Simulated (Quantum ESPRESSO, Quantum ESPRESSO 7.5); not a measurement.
**Al(111), stepped through the number of layers**

What law, if any, do the results for Al(111) follow against the number of layers?

Main program and level: Quantum ESPRESSO 7.5; plane-wave DFT, PBE, GBRV ultrasoft pseudopotentials.

**What experiment says.**

For Al (clean (111) face), “Properties of real metallic surfaces: Effects of density functional semilocality and van der Waals nonlocality” (2017, arxiv:1702.08515) quotes earlier work: work function (clean (111) face) 4.32 eV.

## 1. The starting structure

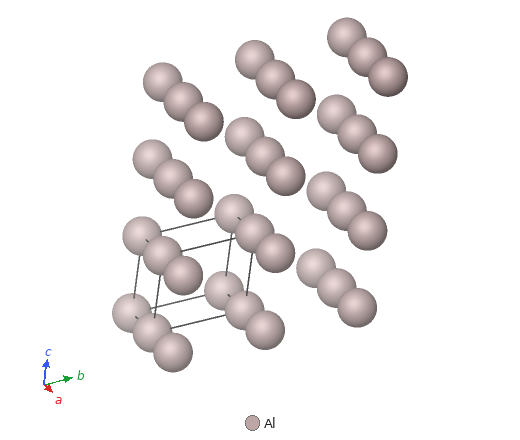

Start, viewed from the side, with the c axis up; aluminium light grey. 2×2×3 cells are drawn. Some periodic images of atoms are drawn too.

Coordinates:

```cif
data_structure
_symmetry_space_group_name_H-M 'Fm-3m'
_symmetry_Int_Tables_number 225
_cell_length_a 4.0500
_cell_length_b 4.0500
_cell_length_c 4.0500
_cell_angle_alpha 90.000
_cell_angle_beta 90.000
_cell_angle_gamma 90.000
_cell_volume 66.43
loop_
_atom_site_label
_atom_site_type_symbol
_atom_site_symmetry_multiplicity
_atom_site_Wyckoff_symbol
_atom_site_fract_x
_atom_site_fract_y
_atom_site_fract_z
_atom_site_occupancy
Al1 Al 4 a 0.00000 0.00000 0.00000 1
```

Set-up: Symmetric 1×1 slabs with 16 Å of vacuum in the starting cell; the two outer layers of each face relax in a periodic cell and the inner ones are held; a run under open boundaries (ESM, bc1) then gives the work function. Cold smearing of 0.02 Ry, one mesh for all thicknesses. The slabs take the lattice constants of the bulk relaxed by the same program.

Members 6, 7, 8 and 10 took the same steps and show in the table alone.

## 2. Relaxing cell and ions of the reference

The bulk crystal is relaxed in cell and atoms; the members are built on its lattice constants.

Contents of ref.vc.in:

```
&control
  prefix = 'ref.vc'
  outdir = './out'
  pseudo_dir = './pseudo'
  nstep = 40
  forc_conv_thr = 0.0003
  calculation = 'vc-relax'
/
&system
  ibrav = 0
  nat = 1
  ntyp = 1
  ecutwfc = 50
  ecutrho = 250
  occupations = 'smearing'
  smearing = 'mv'
  degauss = 0.02
/
&electrons
  conv_thr = 1e-09
  mixing_beta = 0.4
  electron_maxstep = 120
/
&ions
/
&cell
  press_conv_thr = 0.3
/
ATOMIC_SPECIES
  Al  26.9815  al_pbe_v1.uspp.F.UPF
CELL_PARAMETERS angstrom
  0.00000000000000 2.02500000000000 2.02500000000000
  2.02500000000000 0.00000000000000 2.02500000000000
  2.02500000000000 2.02500000000000 0.00000000000000
ATOMIC_POSITIONS crystal
  Al  0.000000000000 0.000000000000 0.000000000000
K_POINTS automatic
  17 17 17 0 0 0
```

Launch:

```
> OMP_NUM_THREADS=1 mpirun -n 4 pw.x -nk 4 -in ref.vc.in > ref.vc.out
```

Log:

```text
Program PWSCF v.7.5 starts
[citation notice left out]

     Parallel version (MPI & OpenMP), running on       4 processor cores
     Number of MPI processes:                 4
     Threads/MPI process:                     1

     MPI processes distributed on     1 nodes
[...]
Current dimensions of program PWSCF are:
     Max number of different atomic species (ntypx) = 10
     Max number of k-points (npk) =  40000
     Max angular momentum in pseudopotentials (lmaxx) =  4
     Message from routine setup:
     using ibrav=0 with symmetry is DISCOURAGED, use correct ibrav instead

     K-points division:     npool     =       4
     Subspace diagonalization in iterative solution of the eigenvalue problem:
     a serial algorithm will be used

     G-vector sticks info
     --------------------
     sticks:   dense  smooth     PW     G-vecs:    dense   smooth      PW
     Sum         499     409    127                 7391     5329     965

     Using Slab Decomposition

     bravais-lattice index     =            0
     lattice parameter (alat)  =       5.4118  a.u.
     unit-cell volume          =     112.0732 (a.u.)^3
     number of atoms/cell      =            1
     number of atomic types    =            1
     number of electrons       =         3.00
     number of Kohn-Sham states=            6
     kinetic-energy cutoff     =      50.0000  Ry
     charge density cutoff     =     250.0000  Ry
     scf convergence threshold =      1.0E-09
     mixing beta               =       0.4000
     number of iterations used =            8  plain     mixing
     energy convergence thresh.=      1.0E-04
     force convergence thresh. =      3.0E-04
     press convergence thresh. =      3.0E-01
     Exchange-correlation= SLA  PW   PBE  PBE
                           (   1   4   3   4   0   0   0)
     nstep                     =           40

     celldm(1)=   5.411765  celldm(2)=   0.000000  celldm(3)=   0.000000
     celldm(4)=   0.000000  celldm(5)=   0.000000  celldm(6)=   0.000000

     crystal axes: (cart. coord. in units of alat)
               a(1) = (   0.000000   0.707107   0.707107 )
               a(2) = (   0.707107   0.000000   0.707107 )
               a(3) = (   0.707107   0.707107   0.000000 )

     reciprocal axes: (cart. coord. in units 2 pi/alat)
               b(1) = ( -0.707107  0.707107  0.707107 )
               b(2) = (  0.707107 -0.707107  0.707107 )
               b(3) = (  0.707107  0.707107 -0.707107 )

     PseudoPot. # 1 for Al read from file:
     ./pseudo/al_pbe_v1.uspp.F.UPF
     Pseudo is Ultrasoft + core correction, Zval =  3.0
     Generated by new atomic code, or converted to UPF format
     Using radial grid of  893 points,  3 beta functions with:
                l(1) =   0
                l(2) =   1
                l(3) =   2
     Q(r) pseudized with  8 coefficients,  rinner =    0.900   0.900   0.900
                                                       0.900   0.900

     atomic species   valence    mass     pseudopotential
     Al                3.00    26.98150     Al( 1.00)

     48 Sym. Ops., with inversion, found

   Cartesian axes

     site n.     atom                  positions (alat units)
         1        Al     tau(   1) = (   0.0000000   0.0000000   0.0000000  )

     number of k points=   165  Marzari-Vanderbilt smearing, width (Ry)=  0.0200

     Number of k-points >= 100: set verbosity='high' to print them.

     Dense  grid:     7391 G-vectors     FFT dimensions: (  27,  27,  27)

     Smooth grid:     5329 G-vectors     FFT dimensions: (  25,  25,  25)

     Estimated max dynamical RAM per process >      10.02 MB

     Estimated total dynamical RAM >      34.65 MB

     Initial potential from superposition of free atoms

     starting charge       2.9975, renormalised to       3.0000
     Starting wfcs are    4 randomized atomic wfcs +    2 random wfcs

     total cpu time spent up to now is        0.4 secs

     per-process dynamical memory:    11.1 Mb

     Self-consistent Calculation

     iteration #  1     ecut=    50.00 Ry     beta= 0.40
     Davidson diagonalization with overlap
     ethr =  1.00E-02,  avg # of iterations =  5.5

     Threshold (ethr) on eigenvalues was too large:
     Diagonalizing with lowered threshold

     Davidson diagonalization with overlap
     ethr =  2.07E-04,  avg # of iterations =  2.2

     total cpu time spent up to now is        1.0 secs

     total energy              =      -6.70846005 Ry
     estimated scf accuracy    <       0.00619770 Ry

     iteration #  2     ecut=    50.00 Ry     beta= 0.40
[...]
total energy              =      -6.70782064 Ry
     estimated scf accuracy    <       0.00200173 Ry

     iteration #  3     ecut=    50.00 Ry     beta= 0.40
[...]
total energy              =      -6.70789330 Ry
     estimated scf accuracy    <       0.00000515 Ry

     iteration #  4     ecut=    50.00 Ry     beta= 0.40
[...]
total energy              =      -6.70789416 Ry
     estimated scf accuracy    <       0.00000007 Ry

     iteration #  5     ecut=    50.00 Ry     beta= 0.40
[...]
total energy              =      -6.70789416 Ry
     estimated scf accuracy    <          3.2E-09 Ry

     iteration #  6     ecut=    50.00 Ry     beta= 0.40
[...]
End of self-consistent calculation

     Number of k-points >= 100: set verbosity='high' to print the bands.

     the Fermi energy is     7.8265 ev

!    total energy              =      -6.70789416 Ry
     estimated scf accuracy    <          6.9E-11 Ry
     smearing contrib. (-TS)   =       0.00012297 Ry
     internal energy E=F+TS    =      -6.70801713 Ry

     The total energy is F=E-TS. E is the sum of the following terms:
     one-electron contribution =       2.96505471 Ry
     hartree contribution      =       0.00835307 Ry
     xc contribution           =      -4.28985930 Ry
     ewald contribution        =      -5.39156561 Ry

     convergence has been achieved in   6 iterations

     Forces acting on atoms (cartesian axes, Ry/au):

     atom    1 type  1   force =     0.00000000    0.00000000    0.00000000

     Total force =     0.000000     Total SCF correction =     0.000000

     Computing stress (Cartesian axis) and pressure

          total   stress  (Ry/bohr**3)                   (kbar)     P=       -6.07
[...]
estimated scf accuracy    <          2.3E-12 Ry
     smearing contrib. (-TS)   =       0.00011864 Ry
     internal energy E=F+TS    =      -6.70803110 Ry

     The total energy is F=E-TS. E is the sum of the following terms:
     one-electron contribution =       2.98314045 Ry
     hartree contribution      =       0.00840632 Ry
     xc contribution           =      -4.29406417 Ry
     ewald contribution        =      -5.40551371 Ry

     convergence has been achieved in   4 iterations

     Forces acting on atoms (cartesian axes, Ry/au):

     atom    1 type  1   force =     0.00000000    0.00000000    0.00000000

     Total force =     0.000000     Total SCF correction =     0.000000

     Computing stress (Cartesian axis) and pressure

          total   stress  (Ry/bohr**3)                   (kbar)     P=       -0.10
  -0.00000070   0.00000000   0.00000000           -0.10        0.00        0.00
  -0.00000000  -0.00000070  -0.00000000           -0.00       -0.10       -0.00
  -0.00000000  -0.00000000  -0.00000070           -0.00       -0.00       -0.10

     Energy error            =      6.8E-06 Ry
     Gradient error          =      0.0E+00 Ry/Bohr
     Cell gradient error     =      1.0E-01 kbar

     bfgs converged in   3 scf cycles and   2 bfgs steps
     (criteria: energy <  1.0E-04 Ry, force <  3.0E-04 Ry/Bohr, cell <  3.0E-01 kbar)

     End of BFGS Geometry Optimization

     Final enthalpy           =      -6.7079124680 Ry

     File ./out/ref.vc.bfgs deleted, as requested
Begin final coordinates
     new unit-cell volume =    111.20785 a.u.^3 (    16.47930 Ang^3 )
     density =      2.71879 g/cm^3

CELL_PARAMETERS (angstrom)
   0.000000000   2.019774799   2.019774799
   2.019774799   0.000000000   2.019774799
   2.019774799   2.019774799  -0.000000000

ATOMIC_POSITIONS (crystal)
Al               0.0000000000        0.0000000000        0.0000000000
End final coordinates

[...]
Final scf calculation at the relaxed structure.
     The G-vectors are recalculated for the final unit cell
     Results may differ from those at the preceding step.

     G-vector sticks info
     --------------------
     sticks:   dense  smooth     PW     G-vecs:    dense   smooth      PW
     Sum         499     397    127                 7391     5209     965

     Using Slab Decomposition

     bravais-lattice index     =            0
     lattice parameter (alat)  =       5.4118  a.u.
     unit-cell volume          =     111.2078 (a.u.)^3
     number of atoms/cell      =            1
     number of atomic types    =            1
     number of electrons       =         3.00
     number of Kohn-Sham states=            6
     kinetic-energy cutoff     =      50.0000  Ry
     charge density cutoff     =     250.0000  Ry
     scf convergence threshold =      1.0E-11
     mixing beta               =       0.4000
     number of iterations used =            8  plain     mixing
     press convergence thresh. =      3.0E-01
     Exchange-correlation= SLA  PW   PBE  PBE
                           (   1   4   3   4   0   0   0)

     celldm(1)=   5.411765  celldm(2)=   0.000000  celldm(3)=   0.000000
     celldm(4)=   0.000000  celldm(5)=   0.000000  celldm(6)=   0.000000

     crystal axes: (cart. coord. in units of alat)
               a(1) = (   0.000000   0.705282   0.705282 )
               a(2) = (   0.705282   0.000000   0.705282 )
               a(3) = (   0.705282   0.705282  -0.000000 )

     reciprocal axes: (cart. coord. in units 2 pi/alat)
               b(1) = ( -0.708936  0.708936  0.708936 )
               b(2) = (  0.708936 -0.708936  0.708936 )
               b(3) = (  0.708936  0.708936 -0.708936 )

     PseudoPot. # 1 for Al read from file:
     ./pseudo/al_pbe_v1.uspp.F.UPF
     Pseudo is Ultrasoft + core correction, Zval =  3.0
     Generated by new atomic code, or converted to UPF format
     Using radial grid of  893 points,  3 beta functions with:
                l(1) =   0
                l(2) =   1
                l(3) =   2
     Q(r) pseudized with  8 coefficients,  rinner =    0.900   0.900   0.900
                                                       0.900   0.900

     atomic species   valence    mass     pseudopotential
     Al                3.00    26.98150     Al( 1.00)

     48 Sym. Ops., with inversion, found

   Cartesian axes

     site n.     atom                  positions (alat units)
         1        Al     tau(   1) = (   0.0000000   0.0000000   0.0000000  )

     number of k points=   165  Marzari-Vanderbilt smearing, width (Ry)=  0.0200

     Number of k-points >= 100: set verbosity='high' to print them.

     Dense  grid:     7391 G-vectors     FFT dimensions: (  27,  27,  27)

     Smooth grid:     5209 G-vectors     FFT dimensions: (  25,  25,  25)

     Estimated max dynamical RAM per process >      10.05 MB

     Estimated total dynamical RAM >      34.79 MB

     Initial potential from superposition of free atoms

     starting charge       2.9975, renormalised to       3.0000
     Starting wfcs are    4 randomized atomic wfcs +    2 random wfcs

     total cpu time spent up to now is        4.4 secs

     per-process dynamical memory:    12.5 Mb

     Self-consistent Calculation

     iteration #  1     ecut=    50.00 Ry     beta= 0.40
     Davidson diagonalization with overlap
     c_bands:  2 eigenvalues not converged
     c_bands:  1 eigenvalues not converged
     c_bands:  1 eigenvalues not converged
     c_bands:  1 eigenvalues not converged
     c_bands:  1 eigenvalues not converged
     c_bands:  1 eigenvalues not converged
     c_bands:  1 eigenvalues not converged
     c_bands:  1 eigenvalues not converged
     c_bands:  1 eigenvalues not converged
     c_bands:  1 eigenvalues not converged
     c_bands:  2 eigenvalues not converged
     c_bands:  2 eigenvalues not converged
     c_bands:  1 eigenvalues not converged
     c_bands:  1 eigenvalues not converged
     c_bands:  1 eigenvalues not converged
     c_bands:  1 eigenvalues not converged
     ethr =  1.00E-06,  avg # of iterations = 14.3

     total cpu time spent up to now is        5.3 secs

     total energy              =      -6.70848632 Ry
     estimated scf accuracy    <       0.00618203 Ry

[...]
iteration #  7     ecut=    50.00 Ry     beta= 0.40
[...]
End of self-consistent calculation

     Number of k-points >= 100: set verbosity='high' to print the bands.

     the Fermi energy is     7.9081 ev

!    total energy              =      -6.70791235 Ry
     estimated scf accuracy    <          5.6E-14 Ry
     smearing contrib. (-TS)   =       0.00011864 Ry
     internal energy E=F+TS    =      -6.70803098 Ry

     The total energy is F=E-TS. E is the sum of the following terms:
     one-electron contribution =       2.98314054 Ry
     hartree contribution      =       0.00840633 Ry
     xc contribution           =      -4.29406415 Ry
     ewald contribution        =      -5.40551371 Ry

     convergence has been achieved in   7 iterations

     Forces acting on atoms (cartesian axes, Ry/au):

     atom    1 type  1   force =     0.00000000    0.00000000    0.00000000

     Total force =     0.000000     Total SCF correction =     0.000000

     Computing stress (Cartesian axis) and pressure

          total   stress  (Ry/bohr**3)                   (kbar)     P=       -0.10
  -0.00000070   0.00000000  -0.00000000           -0.10        0.00       -0.00
   0.00000000  -0.00000070   0.00000000            0.00       -0.10        0.00
  -0.00000000   0.00000000  -0.00000070           -0.00        0.00       -0.10

[...]
=------------------------------------------------------------------------------=
   JOB DONE.
=------------------------------------------------------------------------------=
```

The job ended after 7.3 s (4 MPI ranks of Arm Neoverse V1, shared host; peak memory 0.19 GiB; 28 s of CPU time).

Step by step:

```
step  energy less that of the first step (eV)  largest force (eV/Å)  volume (Å³)
   1                                   0.0000                0.0000        16.61
   2                                  -0.0002                0.0000        16.56
   3                                  -0.0002                0.0000        16.48
   4                                  -0.0002                0.0000        16.48
```

```
conventional cell, symmetrised  before  after  change
                         a (Å)   4.050  4.040  -0.3 %
                         b (Å)   4.050  4.040  -0.3 %
                         c (Å)   4.050  4.040  -0.3 %
              volume (Å³/atom)   16.61  16.48  -0.8 %
```

Final coordinates:

```cif
data_structure
_symmetry_space_group_name_H-M 'P 1'
_symmetry_Int_Tables_number 1
_cell_length_a 2.8564
_cell_length_b 2.8564
_cell_length_c 2.8564
_cell_angle_alpha 60.000
_cell_angle_beta 60.000
_cell_angle_gamma 60.000
_cell_volume 16.48
loop_
_atom_site_label
_atom_site_type_symbol
_atom_site_fract_x
_atom_site_fract_y
_atom_site_fract_z
_atom_site_occupancy
Al1 Al 0.00000 0.00000 0.00000 1
```

 The last row is no step: it is a fresh SCF in the final cell with a new plane-wave basis, +0 meV from the row before.

Numbers from this step:

* free energy: -91.2658 eV
* Fermi energy: 7.908 eV

(Continued in part 2 of 7.)

[Logs are printed without paths, hosts, clocks, repeated set-up lines and the standing remarks that a program may print on its own settings, such as how far it seeks lower states.]

[Hosts, paths, dates, database ids (printed as entryN), source tags and the programs' standing remarks are cut or masked in the printed files.]

[Maps of the electrostatic potential energy from Ansatz leave out the sawtooth potential of an applied field or a dipole correction, so their vacuum need not be flat; planar profiles and work functions include it.]
